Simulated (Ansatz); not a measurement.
# Where V_Cl (site 2) puts its levels in the gap of K2NaCl3 (P-3m1)

Aim: at which Fermi levels does V_Cl (site 2) in K2NaCl3 (P-3m1) change its charge? The model is a cell of 54 host atoms with 1 Cl taken out.

Calculated with Ansatz 0.2.0; place-levels on PBEsol runs: charge-transition levels and formation energies with image-charge correction and potential alignment at the atomic sites.

## 1. The starting structure

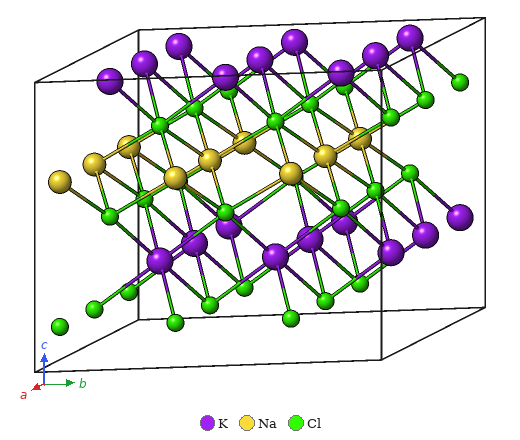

The starting structure, seen slightly off an axis (potassium purple, sodium yellow, chlorine green). Bonds to atoms that aren't drawn are left out.

The cell holds 53 atoms: 18 K, 9 Na and 26 Cl. Cell: a = 12.754 Å, b = 12.754 Å, c = 10.514 Å, α = 90.0°, β = 90.0°, γ = 120.0°. It derives from K2NaCl3 (space group P-3m1). Nearest the centre at fractional (0.556, 0.444, 0.856): Na44 at 2.89 Å, Na27 at 2.89 Å, Na50 at 2.89 Å, K19 at 3.09 Å, K42 at 3.09 Å, K25 at 3.09 Å, Cl22 at 3.90 Å, Cl45 at 3.90 Å.

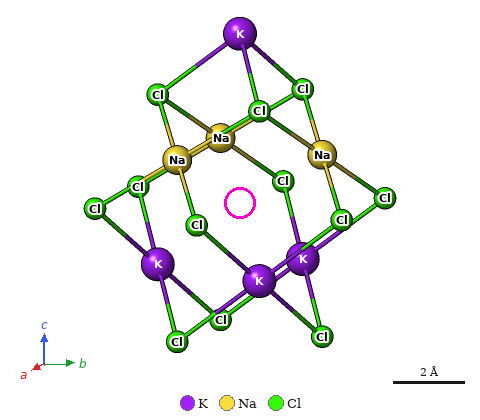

The atoms within 5 Å of the centre. A ring marks the centre wherever it is empty.

Structure file:

```xyz
53
Lattice="12.7542 0.0000 0.0000 -6.3771 11.0455 0.0000 0.0000 0.0000 10.5135" Properties=species:S:1:pos:R:3 pbc="T T T"
K     0.0000    2.4546    7.1259
K     2.1257    1.2273    3.3877
Na    0.0000    0.0000    0.0000
Cl    0.0000    2.4546    1.5168
Cl    2.1257    1.2273    8.9968
Cl    0.0000    0.0000    5.2568
K    -2.1257    6.1364    7.1259
K     0.0000    4.9091    3.3877
Na   -2.1257    3.6818    0.0000
Cl   -2.1257    6.1364    1.5168
Cl    0.0000    4.9091    8.9968
Cl   -2.1257    3.6818    5.2568
K    -4.2514    9.8182    7.1259
K    -2.1257    8.5909    3.3877
Na   -4.2514    7.3637    0.0000
Cl   -4.2514    9.8182    1.5168
Cl   -2.1257    8.5909    8.9968
Cl   -4.2514    7.3637    5.2568
K     4.2514    2.4546    7.1259
K     6.3771    1.2273    3.3877
Na    4.2514    0.0000    0.0000
Cl    4.2514    2.4546    1.5168
Cl    6.3771    1.2273    8.9968
Cl    4.2514    0.0000    5.2568
K     2.1257    6.1364    7.1259
K     4.2514    4.9091    3.3877
Na    2.1257    3.6818    0.0000
Cl    2.1257    6.1364    1.5168
Cl    2.1257    3.6818    5.2568
K     0.0000    9.8182    7.1259
K     2.1257    8.5909    3.3877
Na    0.0000    7.3637    0.0000
Cl    0.0000    9.8182    1.5168
Cl    2.1257    8.5909    8.9968
Cl    0.0000    7.3637    5.2568
K     8.5028    2.4546    7.1259
K    10.6285    1.2273    3.3877
Na    8.5028    0.0000    0.0000
Cl    8.5028    2.4546    1.5168
Cl   10.6285    1.2273    8.9968
Cl    8.5028    0.0000    5.2568
K     6.3771    6.1364    7.1259
K     8.5028    4.9091    3.3877
Na    6.3771    3.6818    0.0000
Cl    6.3771    6.1364    1.5168
Cl    8.5028    4.9091    8.9968
Cl    6.3771    3.6818    5.2568
K     4.2514    9.8182    7.1259
K     6.3771    8.5909    3.3877
Na    4.2514    7.3637    0.0000
Cl    4.2514    9.8182    1.5168
Cl    6.3771    8.5909    8.9968
Cl    4.2514    7.3637    5.2568
```

Screening for the image-charge correction: ε∞ = 2.45, ε0 = (5.79, 5.79, 5.54), computed on the host (DFPT, PBEsol).

The cell's shortest repeat is 10.5 Å.

## 2. The runs of each charge state

A transition level is the Fermi level at which two charge states cost the same, so each charge needs its own total energy, at its own relaxed structure.

Random displacements of about 0.05 Å break the site symmetry at the start, so that the relaxation can reach a distorted minimum if there is one. Forces are taken at one point at (¼, ¼, ¼). The cell holds 1 electron more than the neutral one, with a uniform background that keeps it neutral on the whole.

The sampling was tested on the host first: at the k-points planned (1x1x1 shifted 0.25 0.25 0.25) its energy lies -0.001 eV an atom from the dense-mesh value, under the bound of 0.02 eV set for this test; that bounds the host's error, not the defect's.

One of the inputs; charge, spin and start change from state to state.

Input file qm1.relax/input.yaml:

```yaml
crystal:
  lattice:
    - [4.25140952, 0.0, 0.0]
    - [-2.12570476, 3.68182865, 0.0]
    - [0.0, 0.0, 10.51352333]
  atoms:
    - { symbol: K, position: [0.33333333, 0.66666667, 0.67778039] }
    - { symbol: K, position: [0.66666667, 0.33333333, 0.32221961] }
    - { symbol: Na, position: [0.0, 0.0, 0.0] }
    - { symbol: Cl, position: [0.33333333, 0.66666667, 0.14426665] }
    - { symbol: Cl, position: [0.66666667, 0.33333333, 0.85573335] }
    - { symbol: Cl, position: [0.0, 0.0, 0.5] }
  supercell: [3, 3, 1]
  defects: [{ vacancy: 28 }]
total_charge: -1
basis:
  ecutwfc: 420
  xc_grid: 2
hamiltonian:
  xc: pbesol
kpoints:
  mp_grid: { grid: [1, 1, 1], shift: [0.25, 0.25, 0.25] }
scf:
  occupations: { method: fixed }
  max_iter: 80
output:
  forces: true
  charged_corrections: { epsilon: 2.45, static_epsilon: [5.79, 5.79, 5.54] }
relax:
  f_tol: 0.02
  max_steps: 80
  random_displacement: { amplitude: 0.05, seed: 3719 }
checkpoint:
  write: "../qm1.relax.run"
  compress: false
  write_wavefunctions: true
  write_every: 100000
```

Command:

```bash
$ ansatz run input.yaml --threads 4 --pin off --max-ram 7536MiB --backend cpu --events-out ev --progress --plain --runs-dir out
```

Defect states can disperse in a cell of this size, so the energy is taken again at a 2×2×2 shifted mesh, on the relaxed structure.

The run of this state that the levels use, under PBEsol:

Input file qm1.point/input.yaml:

```yaml
crystal:
  checkpoint: "../qm1.relax.run"
  host: checkpoint
total_charge: -1
basis:
  ecutwfc: 420
  xc_grid: 2
hamiltonian:
  xc: pbesol
kpoints:
  mp_grid: { grid: [2, 2, 2], shift: [0.5, 0.5, 0.5] }
scf:
  occupations: { method: fermi_dirac, width: 0.01 }
  max_iter: 80
output:
  forces: true
  eigenvalues: true
  charged_corrections:
    epsilon: 2.45
    static_epsilon: [5.79, 5.79, 5.54]
    defect_position: [0.555556, 0.444444, 0.855733]
  eigenstates: { localisation: true }
  populations: true
  band_densities: [{ bands: [v1, v1] }, { bands: [c1, c1] }]
  write_density: true
  write_potential: true
  volumetric_format: npy
  elf: true
checkpoint:
  read: "../qm1.relax.run"
  write: "../qm1.point.run"
  compress: false
  write_wavefunctions: false
  write_every: 100000
```

Relaxations under PBEsol at one point at (¼, ¼, ¼); times on 4 threads of AMD EPYC 7R32 (Zen 2), shared host:

```tsv
charge	moment (μB)	occupations	outcome	steps	largest displacement against the far atoms (Å)	time
−1	0	fixed	converged	5	0.28	60 s
0	1	fixed	converged	3	0.07	83 s
+1	0	fixed	converged	5	0.32	60 s
```

Single points under PBEsol at a 2×2×2 shifted mesh; times on 4 threads of AMD EPYC 7R32 (Zen 2), shared host:

```tsv
charge	moment (μB)	occupations	outcome	time
−1	0	fermi-dirac	converged	91 s
0	1	fermi-dirac	converged	4.8 min
+1	0	fermi-dirac	converged	89 s
```

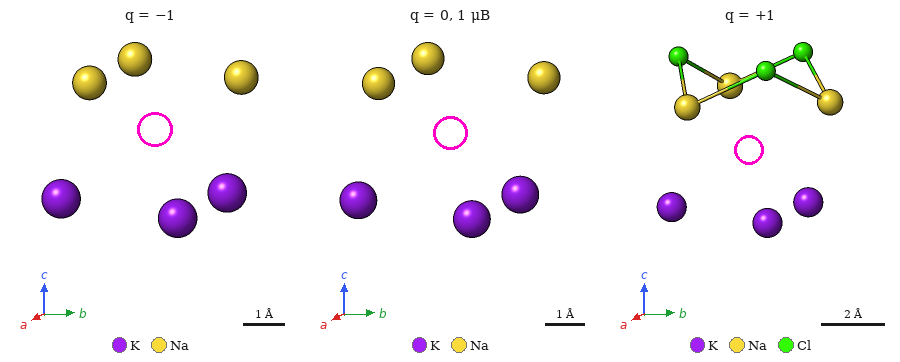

The structures near the centre after relaxation with PBEsol, by charge. A ring marks the centre wherever it is empty. Bonds to atoms that aren't drawn are left out.

Distances (Å) from the ideal centre to the nearest atoms after relaxation with PBEsol:

```tsv
charge	moment (μB)	1.	2.	3.	4.	5.	6.
−1	0	Na 2.60	Na 2.61	Na 2.64	K 3.03	K 3.04	K 3.04
0	1	Na 2.94	Na 2.95	Na 2.96	K 3.09	K 3.09	K 3.09
+1	0	Na 3.19	Na 3.20	Na 3.20	K 3.27	K 3.28	K 3.28
```

## 3. Placing the levels, PBEsol

A charged cell interacts with its images and the background, and its potential has another zero than the host's. place-levels removes the first by a point-charge model, screened by the static dielectric constant since the ions have relaxed around the charge, and the second by comparing potentials at atoms far from the defect.

The host is a run of the defect-free crystal in the same cutoffs, grids and k-points, so that basis and sampling errors cancel in part in the differences. The host is run in a cell of 6 atoms on a matching mesh. Its band edges are searched through the zone by a band path, so the gap is smaller than, or equal to, that on the mesh. Chemical potentials are energies per atom of Cl (Cl2 molecule), run with the same functional and cutoff.

Input file levels.point.yaml:

```yaml
host:
  run: host.point.run
states: [qm1.point.run, q0_M1.point.run, qp1.point.run]
geometry_from:
  qm1.point.run: qm1.relax.run
  q0_M1.point.run: q0_M1.relax.run
  qp1.point.run: qp1.relax.run
  host.point.run: host.relax.run
chemical_potentials:
  Cl:
    energy: -1060.711994
    dataset: "<sha256 of the dataset>"
epsilon: 2.45
static_epsilon: [5.79, 5.79, 5.54]
vertical:
  - { from: qm1.point.run, to: qm1.point_neutral.run }
  - { from: qp1.point.run, to: qp1.point_neutral.run }
```

Command:

```bash
$ ansatz place-levels levels.point.yaml -- --threads 4 --pin off --max-ram 7536MiB
```

Numbers of over 12 decimals in the logs are rounded to 6 here.

The log of the run:

```text
[... repeated set-up lines and file paths are left out, and long positions are rounded to six places ...]
(+1/0) 4.147 eV above the valence edge, 0.843 eV under the conduction edge
(0/-1) 5.093 eV above the valence edge, in the conduction band
formation energy of charge +1: +0.288 eV with the Fermi level at the valence edge
formation energy of charge 0: +4.435 eV with the Fermi level at the valence edge
formation energy of charge -1: +9.528 eV with the Fermi level at the valence edge
vertical -1 to 0: no energy, since no alignment is typed
  the change from vertical[0].from (qm1.point.run) to vertical[0].to (qm1.point_neutral.run): by its potential at epsilon 2.45 it stands at 0.550 0.450 0.864, with an rms radius of about 2.7 Å (1.6 1.6 1.5 Å across the planes of the cell's vectors); [...]
vertical +1 to 0: no energy, since no alignment is typed
  the change from vertical[1].from (qp1.point.run) to vertical[1].to (qp1.point_neutral.run): by its potential at epsilon 2.45 it stands at 0.551 0.449 0.832, with an rms radius of about 2.5 Å (1.5 1.5 1.4 Å across the planes of the cell's vectors); [...]
  edges by pbesol, gap 4.990 eV; the host is sampled to repeats of 25.51 Å
  the defect's cells are sampled to repeats of 25.51 Å, like sampling
  charge +1: -68255.2531 eV with its correction of +0.171 eV, at epsilon [5.79, 5.79, 5.54], aligned at sites: -0.1446 eV, mean over 31 atomic sites at or beyond 5.26 Å from the defect at [0.5556, 0.4444, 0.8557], with +0.000000 for the charge's moments and [...]
  charge 0: +0.000 eV for its dipole among its images, +0.000 omitted
  charge -1: -68243.7990 eV with its correction of +0.403 eV, at epsilon [5.79, 5.79, 5.54], aligned at sites: -0.0647 eV, mean over 31 atomic sites at or beyond 5.26 Å from the defect at [0.5556, 0.4444, 0.8557], with +0.000631 for the charge's moments and [...]
  of states[2] (qp1.point.run): its alignment with the host at atomic sites is doubtful: the mean over the far sites moves by -0.0504 eV from their farther parts to their nearer, more than 0.05 eV. [...]
  of states[0] (qm1.point.run): its displacements don't fall off away from the defect: farther atoms stand 0.017 Å off the host's places. [...]
  of vertical[0].from (qm1.point.run): its displacements don't fall off away from the defect: farther atoms stand 0.017 Å off the host's places. [...]
  of vertical[0].to (qm1.point_neutral.run): its displacements don't fall off away from the defect: farther atoms stand 0.017 Å off the host's places. [...]
  of vertical[1].from (qp1.point.run): its displacements don't fall off away from the defect: farther atoms stand 0.044 Å off the host's places. [...]
  of vertical[1].to (qp1.point_neutral.run): its displacements don't fall off away from the defect: farther atoms stand 0.044 Å off the host's places. [...]
```

Run time: 0.36 s. Hardware: 4 threads of AMD EPYC 7R32 (Zen 2), shared host.

Under PBEsol the gap is 4.99 eV, (+1/0) 4.15, (0/−1) 5.09 (outside the gap) eV.

Levels between the charges placed, in eV above the valence top:

```tsv
	gap (eV)	(+1/0)	(0/−1)
PBEsol	4.99	4.15	5.09
```

Corrections by state:

```tsv
charge	moment (μB)	image terms and alignment (eV)	band filling (eV)	ε used	over the lowest of its charge, as the program ranks them, band filling apart (eV)
+1	0.0	0.171	-	principal values (5.54, 5.79, 5.79)	0.000
0	1.0	0.000	-	-	0.000
−1	0.0	0.403	-	principal values (5.54, 5.79, 5.79)	0.000
```

The charged structures listed were also run neutral, and place-levels reads from each pair, by the potential or the spins, how wide the charge is by which they differ; that can be the carrier of either run.

```tsv
charge	rms radius (Å)	spread where it is widest against the cell (Å)	wide from (Å)	reading
+1	2.5	1.43	1.82	narrow
−1	2.7	1.54	1.82	narrow
```

The neutral runs of these pairs need not share the spin of the lowest neutral state, and very wide values only mean spread over the cell.

From the program's caveats on the states, each cut to its opening words:

- charge +1: its alignment with the host at atomic sites is doubtful: the mean over the far sites moves by -0.0504 eV from their farther parts to their nearer, more than [...]
- charge +1: its displacements don't fall off away from the defect: farther atoms stand 0.044 Å off the host's places
- charge −1: its displacements don't fall off away from the defect: farther atoms stand 0.017 Å off the host's places

Chemical potentials of the elements' reference phases, run alike. Formation energies (elemental references), with the Fermi level at the valence top and at the conduction bottom (gap 4.99 eV):

```tsv
charge	at valence top (eV)	at conduction bottom (eV)	correction included (eV)
+1	0.29	5.28	0.17
0	4.43	4.43	0.00
−1	9.53	4.54	0.40
```

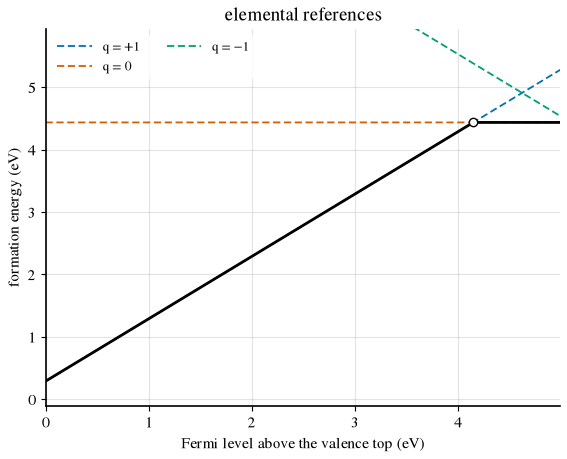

Formation energy against Fermi level; the thick line follows the lowest charge state and circles mark the transition levels.

The charge transition levels (eV, zero at the valence-band top of the host):

```tsv
	conduction bottom	valence top
V_Cl2	4.99	0.00
```

```tsv
	level	energy (eV)
V_Cl2	(+1/0)	4.15
V_Cl2	(0/−1)	5.09
```

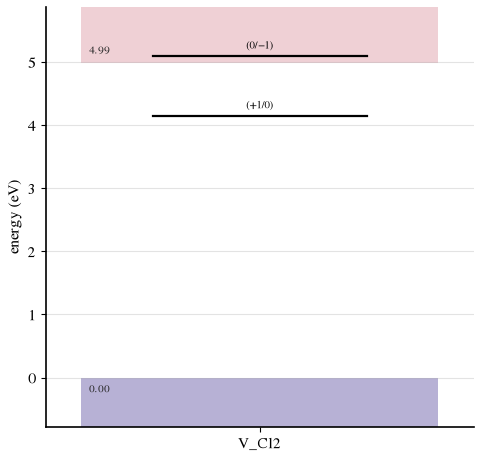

Charge transition levels. Shaded: valence and conduction bands.

## 4. The same at the relaxations' own k-points

The relaxations' own energies give the levels at their sampling, for comparison.

Input file levels.relax_mesh.yaml:

```yaml
host:
  run: host.relax.run
states: [qm1.relax.run, q0_M1.relax.run, qp1.relax.run]
chemical_potentials:
  Cl:
    energy: -1060.711994
    dataset: "<sha256 of the dataset>"
```

Command:

```bash
$ ansatz place-levels levels.relax_mesh.yaml -- --threads 4 --pin off --max-ram 7536MiB
```

The log of the run:

```text
(+1/0) 4.170 eV above the valence edge, 0.820 eV under the conduction edge
(0/-1) 5.152 eV above the valence edge, in the conduction band
formation energy of charge +1: +0.290 eV with the Fermi level at the valence edge
formation energy of charge 0: +4.460 eV with the Fermi level at the valence edge
formation energy of charge -1: +9.612 eV with the Fermi level at the valence edge
  edges by pbesol, gap 4.991 eV; the host is sampled to repeats of 16.53 Å
[... the lines on each state left out ...]
```

Run time: 0.12 s. Hardware: 4 threads.

Levels between neighbouring charges, in eV above the valence top:

```tsv
	gap (eV)	(+1/0)	(0/−1)
one point at (¼, ¼, ¼)	4.99	4.17	5.15
a 2×2×2 shifted mesh	4.99	4.15	5.09
```

Going from one point at (¼, ¼, ¼) to a 2×2×2 shifted mesh moves the levels that carry no band-filling term by up to 0.06 eV and formation energies against the elements by up to 0.08 eV.

## 5. Levels against the band edges, r2SCAN

r2SCAN on the same structure is run to see how far the result rests on the functional, though not on the errors that semilocal functionals share; the sampling changes too, to one point at (¼, ¼, ¼), so differences hold both changes.

Input file qm1.r2scan/input.yaml:

```yaml
crystal:
  checkpoint: "../qm1.relax.run"
  host: checkpoint
total_charge: -1
basis:
  ecutwfc: 500
  xc_grid: 2
hamiltonian:
  xc: r2scan
kpoints:
  mp_grid: { grid: [1, 1, 1], shift: [0.25, 0.25, 0.25] }
scf:
  occupations: { method: fermi_dirac, width: 0.01 }
  max_iter: 80
output:
  forces: true
  eigenvalues: true
  charged_corrections:
    epsilon: 2.45
    static_epsilon: [5.79, 5.79, 5.54]
    defect_position: [0.555556, 0.444444, 0.855733]
checkpoint:
  write: "../qm1.r2scan.run"
  compress: false
  write_wavefunctions: false
  write_every: 100000
```

Wall time 32 s (4 threads); peak memory 3.1 GiB.

Input file levels.r2scan.yaml:

```yaml
host:
  run: host.r2scan.run
states: [qm1.r2scan.run, q0_M1.r2scan.run, qp1.r2scan.run]
geometry_from:
  qm1.r2scan.run: qm1.relax.run
  q0_M1.r2scan.run: q0_M1.relax.run
  qp1.r2scan.run: qp1.relax.run
  host.r2scan.run: host.relax.run
chemical_potentials:
  Cl:
    energy: -1083.517615
    dataset: "<sha256 of the dataset>"
```

Command:

```bash
$ ansatz place-levels levels.r2scan.yaml -- --threads 4 --pin off --max-ram 7536MiB
```

The log of the run:

```text
(+1/0) 4.520 eV above the valence edge, 1.319 eV under the conduction edge
(0/-1) 5.813 eV above the valence edge, 0.026 eV under the conduction edge
formation energy of charge +1: +0.406 eV with the Fermi level at the valence edge
formation energy of charge 0: +4.926 eV with the Fermi level at the valence edge
formation energy of charge -1: +10.739 eV with the Fermi level at the valence edge
  edges by r2scan, gap 5.839 eV; the host is sampled to repeats of 16.53 Å
[... the lines on each state left out ...]
```

It took 0.21 s on 4 threads.

Under r2SCAN the gap is 5.84 eV, (+1/0) 4.52, (0/−1) 5.81 eV.

## 6. A changed set-up

The levels are placed again with one choice changed, to see how much they rest on it.

levels.try0.yaml is levels.point.yaml with these lines changed:

```diff
-static_epsilon: [5.79, 5.79, 5.54]
+static_epsilon: 2.45
```

Command:

```bash
$ ansatz place-levels levels.try0.yaml -- --threads 4 --pin off --max-ram 7536MiB
```

The log of the run:

```text
(+1/0) 3.872 eV above the valence edge, 1.119 eV under the conduction edge
(0/-1) 5.297 eV above the valence edge (+5.359 eV without the band-filling correction), in the conduction band
formation energy of charge +1: +0.563 eV with the Fermi level at the valence edge
formation energy of charge 0: +4.435 eV with the Fermi level at the valence edge
formation energy of charge -1: +9.732 eV with the Fermi level at the valence edge
vertical -1 to 0: no energy, since no alignment is typed
vertical +1 to 0: no energy, since no alignment is typed
  edges by pbesol, gap 4.990 eV; the host is sampled to repeats of 25.51 Å
[... the lines on each state left out ...]
```

The change: the electronic dielectric constant for relaxed ions.

Levels in eV above the valence top; the changed ones are not the defect's:

```tsv
	gap (eV)	(+1/0)	(0/−1)
changed	4.99	3.87	5.30
as set up	4.99	4.15	5.09
```

The largest shift is 0.28 eV, band-filling terms included.

## 7. A changed set-up

In this try the input is made faulty on purpose, to show what that does.

Another version of the file is tried.

levels.try1.yaml is levels.point.yaml with these lines changed:

```diff
+defect_position:
+  qm1.point.run: [0.6756, 0.5644, 0.9757]
+  qp1.point.run: [0.0556, 0.9444, 0.3557]
```

Command:

```bash
$ ansatz place-levels levels.try1.yaml -- --threads 4 --pin off --max-ram 7536MiB
```

The log of the run:

```text
Error: states: the alignment at the far atoms does not stand for every charged run (states[2] (qp1.point.run): no potential alignment: what the cell's atoms and the host's sites leave over but for strayed atoms and the sites that these left (strays included: [...]
```

The change: the charge placed away from the defect.

No levels were formed: the file was rejected.

## 8. Cost and result

Levels between neighbouring charges, in eV above each run's own valence top:

```tsv
	gap (eV)	(+1/0)	(0/−1)	CPU time a state at this stage (restarts are quicker than cold starts)
PBEsol, 2×2×2 shifted mesh	4.99	4.15	5.09	9.9 min
r2SCAN on PBEsol structures, (¼, ¼, ¼)	5.84	4.52	5.81	4 min
```

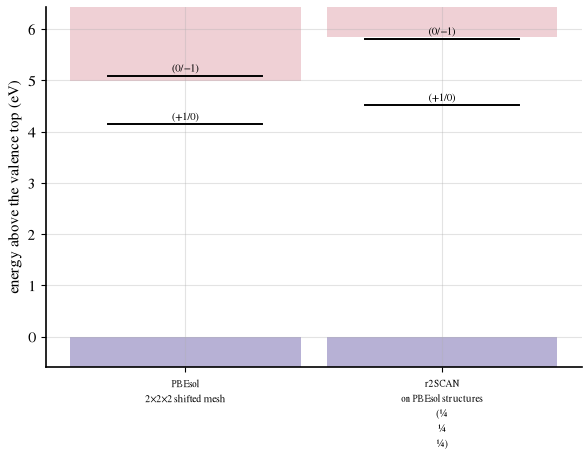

Levels between stable charges at each rung, each against its own band edges (shaded).

## 9. What came out

```
gap of the host                                                             : 4.99 eV (PBEsol)
level (plus 1/0)                                                            : 4.15 eV above the valence top
level (0/minus 1)                                                           : 5.09 eV above the valence top, past the conduction bottom
lowest of the charges placed, just above the valence top (0.02 eV)          : +1
lowest of the charges placed, just below the conduction bottom (0.02 eV)    : 0
lowest formation energy at mid-gap of the charges run, elemental references : 2.78 eV
```

What this shows: Of the charges placed (−1, 0 and +1), the lowest changes at 4.15 eV (+1/0) above the valence top, in a gap of 4.99 eV. (0/−1) lies 0.10 eV from a band edge, less than the doubt on such levels. Charges above +1 were not placed, so these runs say nothing of levels that involve them. States placed: +1 at 0 μB; 0 at 1 μB; −1 at 0 μB. Other spin states or structures, where not listed, weren't placed. Going from one point at (¼, ¼, ¼) to a 2×2×2 shifted mesh moves the levels that carry no band-filling term by up to 0.06 eV and formation energies against the elements by up to 0.08 eV. The program doubts the alignment of potentials for at least one state, a sign that the cell is small. Limits: PBEsol makes the gap too small and tends to spread out bound carriers; where a gas molecule sets a chemical potential or the host's formation energy, its binding is uncorrected.

[Logs are printed without paths, hosts, clocks, repeated set-up lines and the standing remarks that a program may print on its own settings, such as how far it seeks lower states.]

[Hosts, paths, dates, database ids (printed as entryN), source tags and the programs' standing remarks are cut or masked in the printed files.]

[Where a table of states has a column of steps, it counts the stored structures, which are thinned; the runs took as many ionic steps or more.]

[A defect's name tells the site on which it was built; relaxed atoms can leave that site.]

[For some hosts the program warned that the k-mesh of the response run may be too coarse for force constants and the static dielectric constant; such warnings are not shown here.]
